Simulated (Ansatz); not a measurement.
# Geometry relaxation of BH₄OF (part 1 of 2)

The run: geometry relaxation of BH₄OF. Method and program: RHF/6-31G* (Ansatz 0.2.0).

It belongs to a series of runs on one base structure; here: end point A relaxed. Figures and captions count atoms from 1; the log counts them from 0 in places.

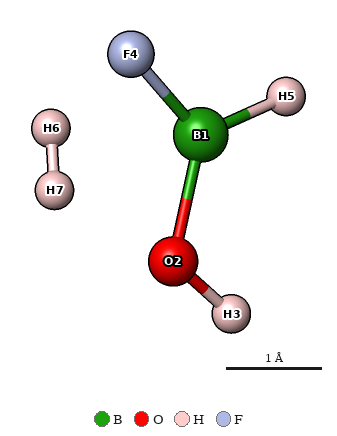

The starting structure (ball-and-stick view, seen at a tilt; atoms are numbered from 1 in the order of the input). Bond lengths as drawn: B–F 1.31 Å, B–H 1.19 Å, B–O 1.37 Å, H–H 0.70 Å and H–O 0.95 Å.

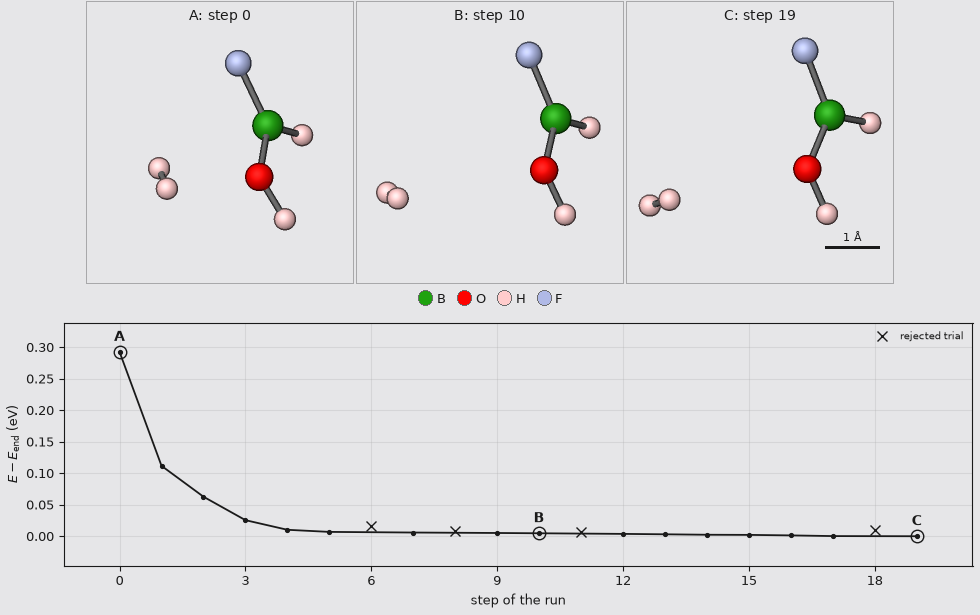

Frames of the relaxation (ball-and-stick view, seen at a tilt) above the curves, on which the letters mark them (the first geometry is step 0 here and step 1 in the log).

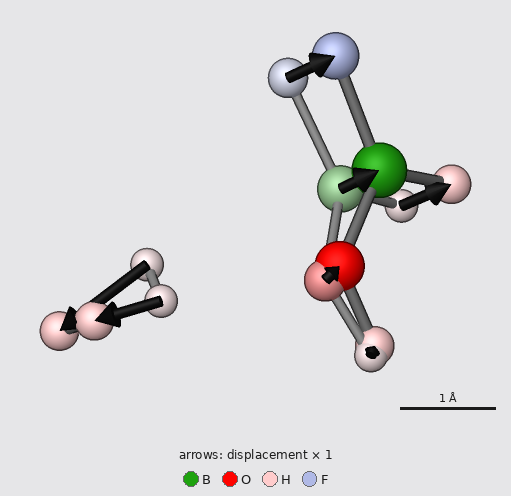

Start (faint) and end (solid) with the displacements as black arrows, at true length (ball-and-stick view, seen at a tilt). The two geometries are laid on each other by the best rigid fit. H6 moves most after the best rigid fit: 1.19 Å. By element the largest moves are H 1.19 Å, F 0.59 Å, B 0.48 Å, O 0.22 Å. Among the contacts that change: H6–H7 0.699 → 0.730 Å, B1–O2 1.370 → 1.340 Å, B1–F4 1.309 → 1.314 Å. The energy falls by 0.292 eV in 19 geometry steps. Largest force component: 1.1 eV/Å at the start, 0.026 eV/Å at the end. The line search rejected the trial steps at points 6, 8, 11, 18 (counted from 0) and went back. (Atoms are counted from 1 in the order of the input.)

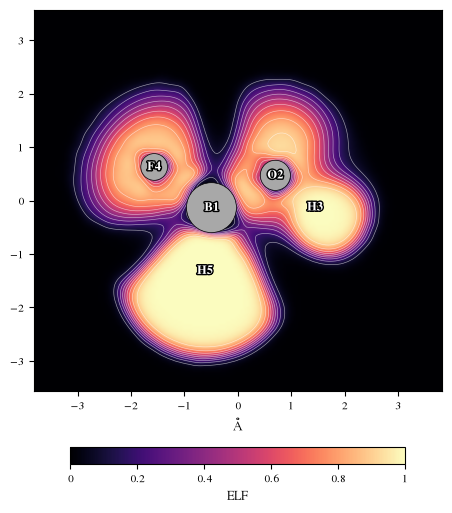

ELF on the plane of atoms F4, B1 and H5. Grey discs, where drawn, cover atomic cores.

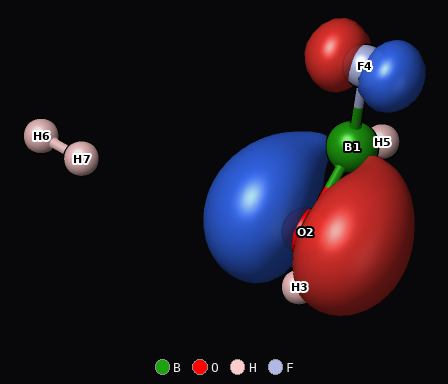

The HOMO−1 at ±0.15 Å⁻³ᐟ² (red and blue are the two phases), seen face on. Its energy is −14.82 eV.

The input that produced these results follows, with the program's output.

### The input
```yaml
crystal:
  periodic: [false, false, false]
  atoms:
    - { symbol: B, position_ang: [-0.052159, -0.252902, 0.153067] }
    - { symbol: O, position_ang: [-0.011131, -0.442646, 1.508957] }
    - { symbol: H, position_ang: [-0.872469, -0.516424, 1.893864] }
    - { symbol: F, position_ang: [1.086363, -0.221218, -0.49311] }
    - { symbol: H, position_ang: [-1.069174, -0.145364, -0.44998] }
    - { symbol: H, position_ang: [0.125721, 2.102716, 0.585042] }
    - { symbol: H, position_ang: [0.117149, 1.756638, 1.192761] }
basis:
  gaussian: { orbitals: "6-31G*" }
hamiltonian:
  xc: hf
relax:
  f_tol: 0.03
  max_steps: 50
output:
  orbitals: {}
```

Command:
```bash
ansatz run input.yaml --threads 1 --pin off --max-ram 2048MiB --backend cpu --events-out ev --progress --plain --runs-dir out
```

### What the program printed
```
The last accepted step is kept in [file] (removed where the run ends without a failure and the disk answers)
Engine: ansatz 0.2.0, aarch64-unknown-linux-gnu
Functional definition: HF
  exchange = exact_x
  correlation = 0
576 factors; integrals over basis functions are off by at most 3.2e-4 eV
mean field evaluation 1: about -5477.2741 eV, gradient 3.5e1 eV
mean field evaluation 2: about -5477.2737 eV, gradient 3.5e1 eV
mean field evaluation 4: about -5479.6523 eV, gradient 2.4e0 eV
mean field evaluation 8: about -5479.6704 eV, gradient 3.7e-2 eV
mean field -5479.67043762 eV, -201.3741743285 hartree, gradient 2.8e-5 eV, S^2 0.000000; 0 other end points of the search recorded, 0 dependent functions left out
the calculation of the forces begins
reference -5479.67043762 eV, -201.3741743285 hartree; 13, 13 occupied and 40, 40 virtual orbitals, 576 factors
relax step   1: F+E_penalty+E_count = -5479.67043762 eV  Δ(F+E_penalty+E_count) = +0.000e0 eV  max|allowed force component| = 1.098e0 eV/Å  Δτ_max = 0.0000 Å  (24 SCF iters, accepted)
these checks for a lower state are left out or cut short: starts, cluster_reference, orbital_swaps, neighbouring_geometries, increment
576 factors; integrals over basis functions are off by at most 3.2e-4 eV
mean field -5479.85118528 eV, -201.3808166825 hartree, gradient 6.9e-5 eV, S^2 0.000000; 0 other end points of the search recorded, 0 dependent functions left out
[... from here on the field's lines of each further geometry are left out, up to the last ...]
relax step   2: F+E_penalty+E_count = -5479.85118528 eV  Δ(F+E_penalty+E_count) = -1.807e-1 eV  max|allowed force component| = 6.090e-1 eV/Å  Δτ_max = 0.1970 Å  (22 SCF iters, accepted)
relax step   3: F+E_penalty+E_count = -5479.90016989 eV  Δ(F+E_penalty+E_count) = -4.898e-2 eV  max|allowed force component| = 7.421e-1 eV/Å  Δτ_max = 0.1947 Å  (25 SCF iters, accepted)
relax step   4: F+E_penalty+E_count = -5479.93736694 eV  Δ(F+E_penalty+E_count) = -3.720e-2 eV  max|allowed force component| = 5.546e-1 eV/Å  Δτ_max = 0.1929 Å  (22 SCF iters, accepted)
relax step   5: F+E_penalty+E_count = -5479.95265034 eV  Δ(F+E_penalty+E_count) = -1.528e-2 eV  max|allowed force component| = 2.273e-1 eV/Å  Δτ_max = 0.2000 Å  (22 SCF iters, accepted)
relax step   6: F+E_penalty+E_count = -5479.95599951 eV  Δ(F+E_penalty+E_count) = -3.349e-3 eV  max|allowed force component| = 6.657e-2 eV/Å  Δτ_max = 0.1410 Å  (22 SCF iters, accepted)
relax step   7: F+E_penalty+E_count = -5479.94668556 eV  Δ(F+E_penalty+E_count) = +9.314e-3 eV  max|allowed force component| = 6.040e-1 eV/Å  Δτ_max = 0.1525 Å  (22 SCF iters, rejected (line search))
relax step   8: F+E_penalty+E_count = -5479.95700624 eV  Δ(F+E_penalty+E_count) = -1.007e-3 eV  max|allowed force component| = 2.922e-2 eV/Å  Δτ_max = 0.0594 Å  (22 SCF iters, accepted)
relax step   9: F+E_penalty+E_count = -5479.95427087 eV  Δ(F+E_penalty+E_count) = +2.735e-3 eV  max|allowed force component| = 3.726e-1 eV/Å  Δτ_max = 0.0977 Å  (22 SCF iters, rejected (line search))
relax step  10: F+E_penalty+E_count = -5479.95772673 eV  Δ(F+E_penalty+E_count) = -7.205e-4 eV  max|allowed force component| = 4.880e-2 eV/Å  Δτ_max = 0.0485 Å  (22 SCF iters, accepted)
relax step  11: F+E_penalty+E_count = -5479.95818195 eV  Δ(F+E_penalty+E_count) = -4.552e-4 eV  max|allowed force component| = 9.410e-2 eV/Å  Δτ_max = 0.0497 Å  (22 SCF iters, accepted)
relax step  12: F+E_penalty+E_count = -5479.95589940 eV  Δ(F+E_penalty+E_count) = +2.283e-3 eV  max|allowed force component| = 2.805e-1 eV/Å  Δτ_max = 0.0744 Å  (22 SCF iters, rejected (line search))
relax step  13: F+E_penalty+E_count = -5479.95916705 eV  Δ(F+E_penalty+E_count) = -9.851e-4 eV  max|allowed force component| = 2.237e-2 eV/Å  Δτ_max = 0.0372 Å  (22 SCF iters, accepted)
relax step  14: F+E_penalty+E_count = -5479.95979797 eV  Δ(F+E_penalty+E_count) = -6.309e-4 eV  max|allowed force component| = 2.914e-2 eV/Å  Δτ_max = 0.0368 Å  (22 SCF iters, accepted)
relax step  15: F+E_penalty+E_count = -5479.96052611 eV  Δ(F+E_penalty+E_count) = -7.281e-4 eV  max|allowed force component| = 7.893e-2 eV/Å  Δτ_max = 0.0538 Å  (21 SCF iters, accepted)
relax step  16: F+E_penalty+E_count = -5479.96074349 eV  Δ(F+E_penalty+E_count) = -2.174e-4 eV  max|allowed force component| = 1.838e-1 eV/Å  Δτ_max = 0.0529 Å  (22 SCF iters, accepted)
relax step  17: F+E_penalty+E_count = -5479.96154898 eV  Δ(F+E_penalty+E_count) = -8.055e-4 eV  max|allowed force component| = 1.137e-1 eV/Å  Δτ_max = 0.0179 Å  (23 SCF iters, accepted)
relax step  18: F+E_penalty+E_count = -5479.96263962 eV  Δ(F+E_penalty+E_count) = -1.091e-3 eV  max|allowed force component| = 3.114e-2 eV/Å  Δτ_max = 0.0600 Å  (21 SCF iters, accepted)
relax step  19: F+E_penalty+E_count = -5479.95238138 eV  Δ(F+E_penalty+E_count) = +1.026e-2 eV  max|allowed force component| = 6.609e-1 eV/Å  Δτ_max = 0.1966 Å  (29 SCF iters, rejected (line search))
the calculation of the forces begins
reference -5479.96288914 eV, -201.3849217235 hartree; 13, 13 occupied and 40, 40 virtual orbitals, 576 factors
relax step  20: F+E_penalty+E_count = -5479.96288914 eV  Δ(F+E_penalty+E_count) = -2.495e-4 eV  max|allowed force component| = 2.621e-2 eV/Å  Δτ_max = 0.0180 Å  (21 SCF iters, accepted)
576 factors; integrals over basis functions are off by at most 3.3e-4 eV
mean field -5479.96288914 eV, -201.3849217235 hartree, gradient 6.3e-5 eV, S^2 0.000000; 1 other end points of the search recorded, 0 dependent functions left out
the calculation of the forces begins
reference -5479.96288914 eV, -201.3849217235 hartree; 13, 13 occupied and 40, 40 virtual orbitals, 576 factors
Total energy: -5479.96288914 eV, -201.3849217235 hartree
Atom 0 at    -0.086381    -0.721759     0.038612 Å, force     0.009471     0.000634    -0.011600 eV/Å
Atom 1 at    -0.029779    -0.557344     1.366810 Å, force     0.012344    -0.001405     0.026208 eV/Å
Atom 2 at    -0.876059    -0.499661     1.784783 Å, force    -0.010469     0.007617     0.000662 eV/Å
Atom 3 at     1.048762    -0.819125    -0.616765 Å, force     0.001624    -0.001938    -0.007319 eV/Å
Atom 4 at    -1.108605    -0.781627    -0.564220 Å, force    -0.012766    -0.007201    -0.011256 eV/Å
Atom 5 at     0.094126     3.161688     1.070733 Å, force    -0.002878     0.011527     0.001073 eV/Å
Atom 6 at     0.282237     2.498629     1.310648 Å, force     0.002674    -0.009235     0.002232 eV/Å
Dipole moment:    -0.519800     0.014135     0.166377 e Å
```

### Trajectory as extended XYZ (Å, eV, eV/Å), 20 frames, from step=1 to step=20
```
7
Properties=species:S:1:pos:R:3:forces:R:3 step=1 energy=-5479.67044
B    -0.0522   -0.2529    0.1531   -0.0784  -0.4960   1.0967
O    -0.0111   -0.4426    1.5090   -0.0899  -0.2980  -1.0976
H    -0.8725   -0.5164    1.8939    0.0073   0.0096   0.0342
F     1.0864   -0.2212   -0.4931    0.0982   0.0021  -0.0508
H    -1.0692   -0.1454   -0.4500    0.0047  -0.0230   0.0037
H     0.1257    2.1027    0.5850    0.0429   0.9652  -1.0115
H     0.1171    1.7566    1.1928    0.0152  -0.1599   1.0253
7
Properties=species:S:1:pos:R:3:forces:R:3 step=2 energy=-5479.85119
B    -0.0591   -0.3469    0.1548   -0.0198   0.0596   0.6090
O    -0.0196   -0.5738    1.4905   -0.2441  -0.0691  -0.5753
H    -0.8817   -0.5734    1.8878    0.1759  -0.0646  -0.0353
F     1.0815   -0.2704   -0.4891    0.0450  -0.1437  -0.0437
H    -1.0733   -0.1746   -0.4416    0.0173  -0.1281   0.0048
H     0.1438    2.2989    0.5852    0.0133   0.2236  -0.1030
H     0.1327    1.9210    1.2031    0.0124   0.1223   0.1436
7
Properties=species:S:1:pos:R:3:forces:R:3 step=3 energy=-5479.90017
B    -0.0578   -0.3816    0.1559    0.1096  -0.7421   0.0247
O    -0.0225   -0.6955    1.4657   -0.5213   0.3900  -0.0673
H    -0.8798   -0.6230    1.8790    0.4393  -0.1517  -0.1418
F     1.0808   -0.3958   -0.5062   -0.1113   0.1442   0.0749
H    -1.0718   -0.2067   -0.4433    0.0692   0.2183   0.0833
H     0.1425    2.4711    0.6000    0.0009  -0.0216   0.1565
H     0.1330    2.1123    1.2395    0.0137   0.1628  -0.1304
```
